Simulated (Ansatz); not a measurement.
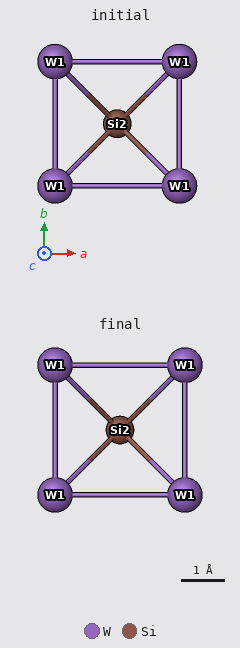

The structure of solid SiW (a generated structure, set up in Pm-3m) before (top) and after (bottom) a relaxation, at one scale.

The picture is a ball-and-stick view of the cell of the calculation, seen along the c axis.

Case: cell and atoms relaxed from a first guess.

All numbers below come from DFT, PBE, PAW with Ansatz's default frozen-core files, scalar-relativistic (Ansatz 0.2.0). Set-up: plane-wave cutoff 420 eV; k-point mesh 11 × 11 × 11; occupations fermi dirac; smearing width 0.03 eV; no spin polarisation; cell and atoms relaxed; force threshold 0.005 eV/Å; at most 80 steps.

Q: Describe what moved and what it gained.

A: The energy falls by 186 meV per atom in 3 accepted moves (4 points after the start). All forces vanish by symmetry, so only the cell relaxes. Pressure: 38.89 GPa at the start and 0.02 GPa at the end. At 1 point the geometry stayed and the basis and grid were re-selected for the new cell (energy shift of 0.8 meV per atom at most each time). No atom moves by more than 0.005 Å relative to the cell. The volume changes by +13.7 %, with a = b = c 2.929 → 3.057 Å (+4.4 %). Near-neighbour distances that change, for instance: W1–W1 2.929 → 3.057 Å, W1–Si2 2.537 → 2.648 Å. The space group stays Pm-3m (No. 221).
